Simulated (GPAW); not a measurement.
**BaLiF3 (Pm-3m): G0W0 on several meshes in GPAW**

How does the mesh move the gap of BaLiF3 (Pm-3m)?

Main program and level: GPAW 26.7.0; LDA and many-body steps on it, plane waves.

**1. Set-up**

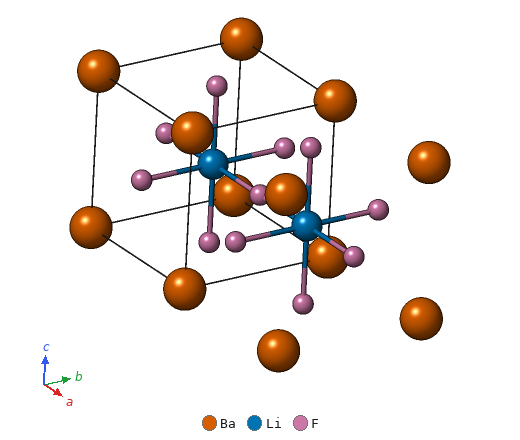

The starting structure, seen from a free direction (barium orange, lithium blue, fluorine pink). 2×1×1 cells are drawn. Some periodic images of atoms are drawn too.

Coordinates:

```cif
data_structure
_symmetry_space_group_name_H-M 'P 1'
_symmetry_Int_Tables_number 1
_cell_length_a 3.9886
_cell_length_b 3.9886
_cell_length_c 3.9886
_cell_angle_alpha 90.000
_cell_angle_beta 90.000
_cell_angle_gamma 90.000
_cell_volume 63.45
loop_
_atom_site_label
_atom_site_type_symbol
_atom_site_fract_x
_atom_site_fract_y
_atom_site_fract_z
_atom_site_occupancy
Ba1 Ba 0.00000 0.00000 0.00000 1
Li2 Li 0.50000 0.50000 0.50000 1
F3 F 0.00000 0.50000 0.50000 1
F4 F 0.50000 0.50000 0.00000 1
F5 F 0.50000 0.00000 0.50000 1
```

The cell and positions are those that the Materials Project relaxed with its own functionals (PBE, PBE+U or r2SCAN), kept fixed. Spin-orbit coupling is left out unless a step names it.

**2. Empty states on the mesh, 4×4×4 mesh, 301 bands**

This step: GPAW 26.7.0; DFT, LDA, plane waves, PAW.

The sums over transitions need many empty states on a uniform mesh; this step solves for them.

File run.py:

```python
import json
import numpy as np
from gpaw.mpi import world
from gpaw import GPAW

calc = GPAW('gs.gpw').fixed_density(kpts={'size': (4, 4, 4), 'gamma': True},
    parallel={'domain': 1, 'band': 1},
    txt='nscf.txt')
calc.diagonalize_full_hamiltonian(nbands=301)
calc.write('full.gpw', mode='all')
res = {}
kpts = calc.get_ibz_k_points()
res['kpts'] = kpts
res['eigenvalues'] = [calc.get_eigenvalues(kpt=k) for k in range(len(kpts))]
res['n_electrons'] = calc.get_number_of_electrons()

if world.rank == 0:
    with open('result.json', 'w') as f:
        json.dump(res, f, default=lambda x: x.tolist())
```

Started as:

```sh
mpirun -n 4 gpaw python run.py
```

Numbers of over 12 decimals in the logs are rounded to 6 here.

The program printed:

```text
Diagonalizing LCAO Hamiltonian
Converting LCAO to pw mode
convergence criteria:
- Maximum integral of absolute [eigenst]ate change: 4e-08 eV^2 / valence electron
maximum number of iterations: 100

SCF iterations
|iter     |     time |      energy | eigst |  dens |
|iter:   1|  |             | +1.44 |       |
|iter:   2|  |             | +0.54 |       |
|iter:   3|  |             | -0.78 |       |
[...]
|iter:  14|  |             | -6.64 |       |
|iter:  15|  |             | -7.00 |       |
|iter:  16|  |             | -7.44c|       |
SCF steps: 16
  __  _  _
 | _ |_)|_||  |
 |__||  | ||/\| - 26.7.0

Input parameters:
  mode=PW(ecut=600.0),
  convergence={'density': 1e-06, 'bands': -3},
  gpts=array([24, 24, 24]),
  kpts=MonkhorstPack(size=(4, 4, 4), gamma=True),
  maxiter=100,
  nbands=24,
  occupations=Occupations(name='fermi-dirac', width=0.001, fixmagmom=False),
  parallel={'domain': 1, 'band': 1},
  xc=XC(name='LDA')
Matrix size: 2103x2103
# Writing to full.gpw (mode='all')
  [... matrices ...]

timing:  # [seconds]
  Total: 28.149  # ━━━━━━━━━━━━━━━━━━━━━━━━━━━━━━━━━━━━━━━━━━━━━━━━━━━━━━━━━━
```

The job ended after 35 s (4 MPI ranks of Arm Neoverse V1, shared host; peak memory 2.1 GiB; 2.3 min of CPU time).

This step gave:

```
gap                                                           : 6.505 eV
k of the valence top                                          : 0, 0, 0
k of the conduction bottom                                    : 0, 0, 0
least direct gap                                              : 6.505 eV
k points computed                                             : 10
lowest point of the top converged band, above the valence top : 149.6306 eV
```

On this mesh the gap is 6.505 eV.

**3. 4×4×4**

Now the one-shot GW correction: screening in the RPA, then the self-energy of the levels asked for.

This step: G0W0 on LDA, plane waves, PAW.

File run.py:

```python
import json
import numpy as np
from gpaw.mpi import world
from gpaw.response.g0w0 import G0W0

gw = G0W0('full.gpw',
    filename='gw',
    kpts=[0],
    bands=(14, 18),
    ecut=96,
    nbands=135,
    integrate_gamma='WS',
    ppa=True)
gw.calculate()
res = {mode: {k: v for k, v in r.items() if k != 'sigma_eskwn'}
       for mode, r in gw.all_results.items()}

if world.rank == 0:
    with open('result.json', 'w') as f:
        json.dump(res, f, default=lambda x: x.tolist())
```

Started as:

```sh
mpirun -n 4 gpaw python run.py
```

The program printed:

```text
Using integrator: PointIntegrator
FrequencyGridDescriptor(from 0.000+0.000j to 0.000+27.211j eV, 2 points)
Nonperiodic BCs:  [False False False]
Using integrator: PointIntegrator
FrequencyGridDescriptor(from 0.000+0.000j to 0.000+27.211j eV, 2 points)
Nonperiodic BCs:  [False False False]
  ___  _ _ _
 |   || | | |
 | | || | | |
 |__ ||_____|
 |___|

BZ k-points: Symmetries present (total): 48

  [... matrices ...]
64 k-points: 4 x 4 x 4 Monkhorst-Pack grid + [1/8,1/8,1/8]
10 k-points in the irreducible part of the Brillouin zone
       k-points in crystal coordinates                weights
   0:     0.00000000    0.00000000    0.00000000          1/64
   1:     0.25000000    0.00000000    0.00000000          6/64
   2:     0.25000000    0.25000000    0.00000000         12/64
   3:     0.25000000    0.25000000    0.25000000          8/64
   4:     0.50000000    0.00000000    0.00000000          3/64
   5:     0.50000000    0.25000000    0.00000000         12/64
   6:     0.50000000    0.25000000    0.25000000         12/64
   7:     0.50000000    0.50000000    0.00000000          3/64
   8:     0.50000000    0.50000000    0.25000000          6/64
   9:     0.50000000    0.50000000    0.50000000          1/64

Distributing spins, k-points and bands (1 x 1 x 4) over 4 processes
Number of blocks: 1

Quasi particle states:
k-points (IBZ indices): [0]
Band range: (14, 18)
  [... matrices ...]
Computational parameters:
Plane wave cut-off: 96 eV
Number of bands: 135
Coulomb cutoff: None
Broadening: 0.1 eV

fxc modes: GW
Kernel: RPA
Using Godby-Needs plasmon-pole approximation:
  Fitting energy: i*E0, E0 = 1.000 Hartree
Summing all q:

Calculating screened Coulomb potential
No Coulomb truncation
FrequencyGridDescriptor(from 0.000+0.000j to 0.000+27.211j eV, 2 points)
Removing empty qpoint cache files...

Calculating chi0 body with:
    Ground state adapter containing:
    Number of spins: 1
    Number of kpoints: 64
    Number of irreducible kpoints: 10
    Number of completely occupied states: 16
    Number of partially occupied states: 16
    Occupied states memory: 3.375 M / cpu

    Linear response parametrization:
    q_c: [0.0, 0.0, 0.0]
    Number of frequency points: 2
    Planewave cutoff: 96.0
    Number of bands: 135
    Number of planewaves: 147
    Broadening (eta): 1e-06
    comm.size: 4
    kncomm.size: 4
    blockcomm.size: 1

    Memory estimate of potentially large arrays:
        chi0_wGG: 0.659454 M / cpu
Integrating chi0 body.

Symmetries of q_c:
    Direct symmetries (Uq -> q): 48
    Indirect symmetries (TUq -> q): 0
In total 48 allowed symmetries.

  [... matrices ...]
10 groups of equivalent kpoints. 84.375% reduction.

Integral kind: response function
Integrating chi0 head and wings.

Symmetries of q_c:
    Direct symmetries (Uq -> q): 48
    Indirect symmetries (TUq -> q): 0
In total 48 allowed symmetries.

  [... matrices ...]
10 groups of equivalent kpoints. 84.375% reduction.

Integral kind: response function wings

Calculating chi0 body with:
    Ground state adapter containing:
    Number of spins: 1
    Number of kpoints: 64
    Number of irreducible kpoints: 10
    Number of completely occupied states: 16
    Number of partially occupied states: 16
    Occupied states memory: 3.375 M / cpu

    Linear response parametrization:
[... the further q-points ...]

Results:
f:      Occupation numbers
eps:     KS-eigenvalues [eV]
vxc:     KS vxc [eV]
exx:     Exact exchange [eV]
sigma:   Self-energies [eV]
dsigma:  Self-energy derivatives
Z:       Renormalization factors
qp:      QP-energies [eV]

k-point 0 (0): (0.000, 0.000, 0.000)                GW
band       f     eps     vxc     exx   sigma  dsigma       Z      qp
                                                                   GW
  14   1.000   2.855 -24.268 -31.520   5.283  -0.252   0.799   1.282
  15   1.000   2.855 -24.268 -31.521   5.283  -0.252   0.799   1.281
  16   0.000   9.360 -11.641  -6.271  -3.432  -0.138   0.879  11.064
  17   0.000   9.360 -11.641  -6.271  -3.432  -0.138   0.879  11.064
```

Wall time 45 s (4 MPI ranks); peak memory 1.4 GiB.

Numbers from this step:

| Property | Result |
| --- | --- |
| G0W0 gap on the points computed | 9.782 eV |
| least direct G0W0 gap on the computed points | 9.782 eV |
| Z at the valence top | 0.7989 |
| Z at the conduction bottom | 0.8791 |
| starting gap on the mesh | 6.505 eV |
| k of the valence top | 0, 0, 0 |
| k of the conduction bottom | 0, 0, 0 |

The gap on the mesh goes from 6.51 eV to 9.78 eV, a correction of +3.28 eV.

**4. Empty states on the mesh, 2×2×2 mesh, 145 bands**

This step: DFT, LDA, plane waves, PAW.

File run.py:

```python
import json
import numpy as np
from gpaw.mpi import world
from gpaw import GPAW

calc = GPAW('gs.gpw').fixed_density(kpts={'size': (2, 2, 2), 'gamma': True},
    nbands=169,
    convergence={'bands': 145},
    txt='nscf.txt')
calc.write('full.gpw', mode='all')
res = {}
kpts = calc.get_ibz_k_points()
res['kpts'] = kpts
res['eigenvalues'] = [calc.get_eigenvalues(kpt=k) for k in range(len(kpts))]
res['n_electrons'] = calc.get_number_of_electrons()

if world.rank == 0:
    with open('result.json', 'w') as f:
        json.dump(res, f, default=lambda x: x.tolist())
```

Started as:

```sh
mpirun -n 4 gpaw python run.py
```

The program printed:

```text
Diagonalizing LCAO Hamiltonian
Converting LCAO to pw mode
convergence criteria:
- Maximum integral of absolute [eigenst]ate change: 4e-08 eV^2 / valence electron
maximum number of iterations: 100

SCF iterations
|iter     |     time |      energy | eigst |  dens |
|iter:   1|  |             | +4.29 |       |
|iter:   2|  |             | +3.13 |       |
|iter:   3|  |             | +2.03 |       |
[...]
|iter:  12|  |             | -6.54 |       |
|iter:  13|  |             | -6.93 |       |
|iter:  14|  |             | -7.51c|       |
SCF steps: 14
  __  _  _
 | _ |_)|_||  |
 |__||  | ||/\| - 26.7.0

Input parameters:
  mode=PW(ecut=600.0),
  convergence={'bands': 145},
  gpts=array([24, 24, 24]),
  kpts=MonkhorstPack(size=(2, 2, 2), gamma=True),
  maxiter=100,
  nbands=169,
  occupations=Occupations(name='fermi-dirac', width=0.001, fixmagmom=False),
  parallel={},
  xc=XC(name='LDA')
# Writing to full.gpw (mode='all')
  [... matrices ...]

timing:  # [seconds]
  Total: 0.032  # ━━━━━━━━━━━━━━━━━━━━━━━━━━━━━━━━━━━━━━━━━━━━━━━━━━━━━━━━━━━
```

The job ended after 14 s (4 MPI ranks; peak memory 0.79 GiB).

This step gave:

```
gap                                                           : 6.505 eV
k of the valence top                                          : 0, 0, 0
k of the conduction bottom                                    : 0, 0, 0
least direct gap                                              : 6.505 eV
k points computed                                             : 4
lowest point of the top converged band, above the valence top : 85.5379 eV
```

On this mesh the gap is 6.505 eV.

**5. 2×2×2**

This step: G0W0 on LDA, plane waves, PAW.

File run.py:

```python
import json
import numpy as np
from gpaw.mpi import world
from gpaw.response.g0w0 import G0W0

gw = G0W0('full.gpw',
    filename='gw',
    kpts=[0],
    bands=(14, 18),
    ecut=96,
    nbands=135,
    integrate_gamma='WS',
    ppa=True)
gw.calculate()
res = {mode: {k: v for k, v in r.items() if k != 'sigma_eskwn'}
       for mode, r in gw.all_results.items()}

if world.rank == 0:
    with open('result.json', 'w') as f:
        json.dump(res, f, default=lambda x: x.tolist())
```

Started as:

```sh
mpirun -n 4 gpaw python run.py
```

The program printed:

```text
Using integrator: PointIntegrator
FrequencyGridDescriptor(from 0.000+0.000j to 0.000+27.211j eV, 2 points)
Nonperiodic BCs:  [False False False]
Using integrator: PointIntegrator
FrequencyGridDescriptor(from 0.000+0.000j to 0.000+27.211j eV, 2 points)
Nonperiodic BCs:  [False False False]
  ___  _ _ _
 |   || | | |
 | | || | | |
 |__ ||_____|
 |___|

BZ k-points: Symmetries present (total): 48

  [... matrices ...]
8 k-points: 2 x 2 x 2 Monkhorst-Pack grid + [1/4,1/4,1/4]
4 k-points in the irreducible part of the Brillouin zone
       k-points in crystal coordinates                weights
   0:     0.00000000    0.00000000    0.00000000          1/8
   1:     0.50000000    0.00000000    0.00000000          3/8
   2:     0.50000000    0.50000000    0.00000000          3/8
   3:     0.50000000    0.50000000    0.50000000          1/8

Distributing spins, k-points and bands (1 x 1 x 4) over 4 processes
Number of blocks: 1

Quasi particle states:
k-points (IBZ indices): [0]
Band range: (14, 18)
  [... matrices ...]
Computational parameters:
Plane wave cut-off: 96 eV
Number of bands: 135
Coulomb cutoff: None
Broadening: 0.1 eV

fxc modes: GW
Kernel: RPA
Using Godby-Needs plasmon-pole approximation:
  Fitting energy: i*E0, E0 = 1.000 Hartree
Summing all q:

Calculating screened Coulomb potential
No Coulomb truncation
FrequencyGridDescriptor(from 0.000+0.000j to 0.000+27.211j eV, 2 points)
Removing empty qpoint cache files...

Calculating chi0 body with:
    Ground state adapter containing:
    Number of spins: 1
    Number of kpoints: 8
    Number of irreducible kpoints: 4
    Number of completely occupied states: 16
    Number of partially occupied states: 16
    Occupied states memory: 3.375 M / cpu

    Linear response parametrization:
    q_c: [0.0, 0.0, 0.0]
    Number of frequency points: 2
    Planewave cutoff: 96.0
    Number of bands: 135
    Number of planewaves: 147
    Broadening (eta): 1e-06
    comm.size: 4
    kncomm.size: 4
    blockcomm.size: 1

    Memory estimate of potentially large arrays:
        chi0_wGG: 0.659454 M / cpu
Integrating chi0 body.

Symmetries of q_c:
    Direct symmetries (Uq -> q): 48
    Indirect symmetries (TUq -> q): 0
In total 48 allowed symmetries.

  [... matrices ...]
4 groups of equivalent kpoints. 50.0% reduction.

Integral kind: response function
Integrating chi0 head and wings.

Symmetries of q_c:
    Direct symmetries (Uq -> q): 48
    Indirect symmetries (TUq -> q): 0
In total 48 allowed symmetries.

  [... matrices ...]
4 groups of equivalent kpoints. 50.0% reduction.

Integral kind: response function wings

Calculating chi0 body with:
    Ground state adapter containing:
    Number of spins: 1
    Number of kpoints: 8
    Number of irreducible kpoints: 4
    Number of completely occupied states: 16
    Number of partially occupied states: 16
    Occupied states memory: 3.375 M / cpu

    Linear response parametrization:
[... the further q-points ...]

Results:
f:      Occupation numbers
eps:     KS-eigenvalues [eV]
vxc:     KS vxc [eV]
exx:     Exact exchange [eV]
sigma:   Self-energies [eV]
dsigma:  Self-energy derivatives
Z:       Renormalization factors
qp:      QP-energies [eV]

k-point 0 (0): (0.000, 0.000, 0.000)                GW
band       f     eps     vxc     exx   sigma  dsigma       Z      qp
                                                                   GW
  14   1.000   2.855 -24.268 -31.553   5.302  -0.253   0.798   1.272
  15   1.000   2.855 -24.268 -31.554   5.302  -0.253   0.798   1.271
  16   0.000   9.360 -11.641  -6.259  -3.501  -0.142   0.876  11.008
  17   0.000   9.360 -11.641  -6.259  -3.501  -0.142   0.876  11.008
```

Elapsed: 9 s, on 4 MPI ranks; peak memory 1.3 GiB; 36 s of CPU time.

Numbers from this step:

| Property | Result |
| --- | --- |
| G0W0 gap on the points computed | 9.736 eV |
| least direct G0W0 gap on the computed points | 9.736 eV |
| Z at the valence top | 0.7983 |
| Z at the conduction bottom | 0.8756 |
| starting gap on the mesh | 6.505 eV |
| k of the valence top | 0, 0, 0 |
| k of the conduction bottom | 0, 0, 0 |

Against G0W0 in GPAW (4×4×4 mesh, 135 bands, screening to 96 eV, Godby-Needs plasmon pole), the gap moves by −0.046 eV.

**6. Side by side**

Times are wall times on 4 MPI ranks of Arm Neoverse V1, shared host, good to a factor of about two.

| run | mesh | bands | screening cutoff (eV) | DFT gap (eV) | gap on the mesh (eV) | direct (eV) | time |
| --- | --- | --- | --- | --- | --- | --- | --- |
| 4×4×4 | 4×4×4 | 135 | 96 | 6.505 | 9.782 | 9.782 | 45 s |
| 2×2×2 | 2×2×2 | 135 | 96 | 6.505 | 9.736 | 9.736 | 9 s |

**7. What came out**

```yaml
4x4x4: 9.782 eV
2x2x2: 9.736 eV
known_limits: not at the basis limit; no spin-orbit coupling; coarse k mesh
```

In words: 2×2×2: −0.046 eV against 4×4×4. Bands and cutoff are finite, so the gap is not at the basis limit. The miss can reach some tenths of an eV and take either sign; the mesh is an error of its own. These stock PAW sets were not made for GW. In the G0W0 runs levels were corrected at 1 k point alone, so a gap called «on the mesh» is the least over those, and an edge elsewhere would be missed. The 4×4×4 mesh is coarse for this cell, which bears on the long-range parts of exchange and screening. Mesh or cutoff lie under what a gap needs, so these runs test behaviour and cost; their gaps are not to be quoted. This is the ideal cubic cell; many perovskites, halides above all, are cubic only on average, and local tilts or off-centring can widen the gap. The many-body steps are scalar-relativistic: spin-orbit coupling is not in them.

[Paths, hosts, dates, memory and timing lines, banners, echoed tables and standing remarks are left out of the program output.]

[Logs are printed without paths, hosts, clocks, repeated set-up lines and the standing remarks that a program may print on its own settings, such as how far it seeks lower states.]

[Runs of the session that timed out or met a known fault of the program may be left out.]

[Hosts, paths, dates, database ids (printed as entryN), source tags and the programs' standing remarks are cut or masked in the printed files.]
